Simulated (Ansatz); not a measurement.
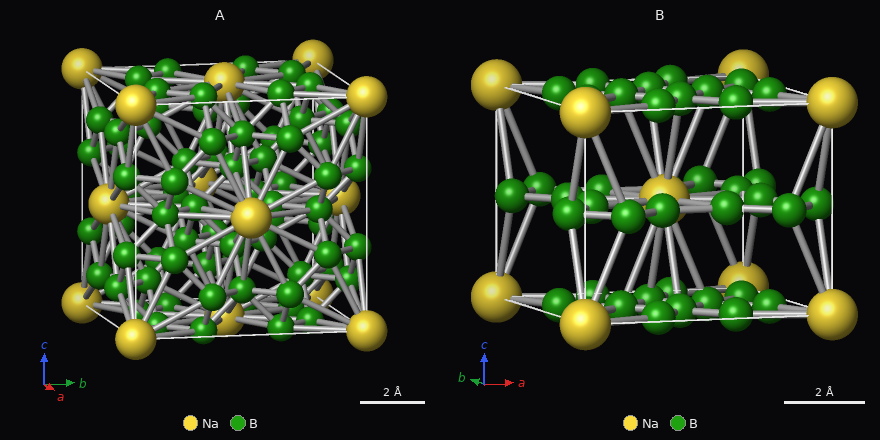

Two structures of NaB12, each relaxed to rest (conventional cells in solid outline, small ones repeated, not to one scale). Method: DFT PBE, scalar-relativistic, plane waves, PAW in Ansatz, without spin polarisation.

Describe A and B.

Answer. A: 52 atoms a cell on a face-centred cubic lattice, Fm-3m. B: 26 atoms a cell on a body-centred tetragonal lattice, I4/mmm.

Which structure is more stable?

Answer. A is lower, by 964 meV/atom at this level of theory (energies at zero smearing). Volumes: A 8.0, B 9.1 Å³/atom.

One or both may be structure types tried for this composition rather than known phases.
